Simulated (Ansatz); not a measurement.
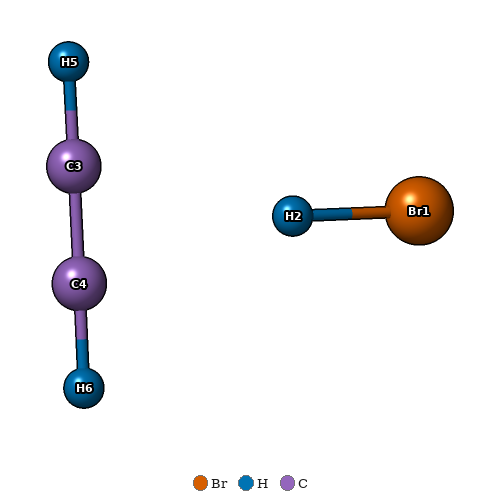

The system is the pair BrH···C₂H₂; the picture shows the reference structure. The turn is about an axis along (0.99, 0.15, 0.04) in the frame of the relaxed pair, normal to the line between the partners. First axis: distance C4···Br1. Second axis: turn of Br1, H2 about its own atom Br1. Grid: 9 × 8 points. Points are written as (first, second). All energies are given in cm⁻¹ relative to the two partners far apart, frozen as in the relaxed pair, each in its own basis (no counterpoise correction). Energies and slopes of some neighbouring points disagree (a jump in structure or state, or too coarse a mesh). Theory: RKS BHLYP-D4/def2-TZVPD in Ansatz.

Its coordinates:

| atom | x (Å) | y (Å) | z (Å) |
| --- | --- | --- | --- |
| Br | 0.2624 | -1.0309 | -2.5920 |
| H | 0.1295 | -0.5084 | -1.2788 |
| C | -0.1692 | 0.9292 | 0.7421 |
| C | -0.0263 | -0.1610 | 1.1896 |
| H | -0.2971 | 1.9013 | 0.3479 |
| H | 0.1007 | -1.1301 | 1.5914 |

Range: distance C4···Br1 from 3.269 to 4.669 Å; turn of Br1, H2 about its own atom Br1 from −180 to 135°.

What will the energy surface look like?

Answer. The lowest grid point is at (3.994 Å, 0°), −965 cm⁻¹ from the two partners far apart, frozen as in the relaxed pair, each in its own basis (no counterpoise correction). Other grid points that lie below all their neighbours: (3.623 Å, −180°) (462 cm⁻¹ higher). The highest grid point, (3.269 Å, 90°), lies 2283 cm⁻¹ above the lowest.

| second ↓, first → | 3.269 | 3.345 | 3.470 | 3.623 | 3.799 | 3.994 | 4.204 | 4.430 | 4.669 |
| --- | --- | --- | --- | --- | --- | --- | --- | --- | --- |
| 135 | 510 | 317 | 95 | −61 | −141 | −160 | −145 | −114 | −81 |
| 90 | 1318 | 1000 | 618 | 320 | 127 | 25 | −17 | −25 | −19 |
| 45 | 1302 | 892 | 406 | 39 | −182 | −280 | −296 | −268 | −224 |
| 0 | 819 | 258 | −369 | −783 | −964 | −965 | −862 | −715 | −566 |
| −45 | 1179 | 785 | 327 | −7 | −196 | −268 | −267 | −228 | −179 |
| −90 | 1291 | 979 | 604 | 312 | 125 | 26 | −12 | −19 | −11 |
| −135 | 643 | 416 | 154 | −32 | −133 | −166 | −157 | −128 | −96 |
| −180 | −338 | −419 | −489 | −504 | −468 | −400 | −321 | −245 | −181 |

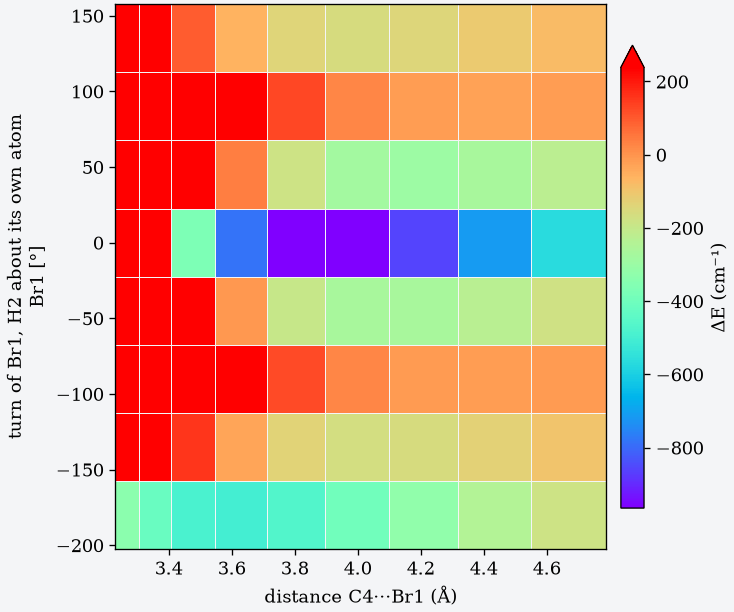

In the figure: one coloured cell a grid point, one colour for all values above the top of the scale.

Each point was launched as `ansatz run input.yaml --threads 1 --pin off --max-ram 2560MiB --backend cpu --events-out ev --progress --plain --runs-dir out`. The whole map (72 points run) took 8.8 min on 1 thread of Arm Neoverse V1 (shared host).
